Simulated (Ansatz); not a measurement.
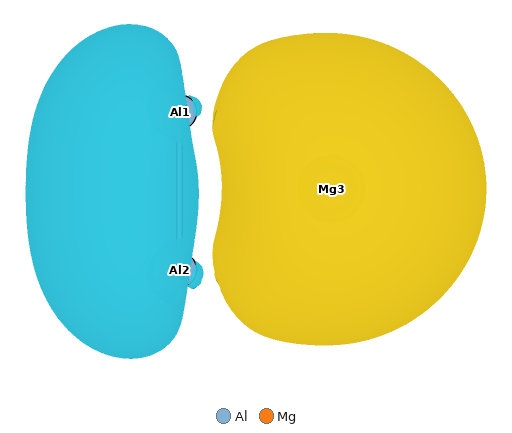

Figure. Al2···Mg (charge −1, doublet). The HOMO−1 (β) at ±0.05 Å⁻³ᐟ² (yellow and cyan are the two phases), seen at a tilt.

Geometry: PBE0-D4/def2-TZVPD.

All numbers below come from UKS PBE0-D4/def2-TZVPD in Ansatz.

### Describe this orbital and give its energy.

Its weight (Hirshfeld) is mainly on Mg3 (about 50 %), Al1 (about 25 %) and Al2 (about 25 %). Its energy is −1.70 eV.
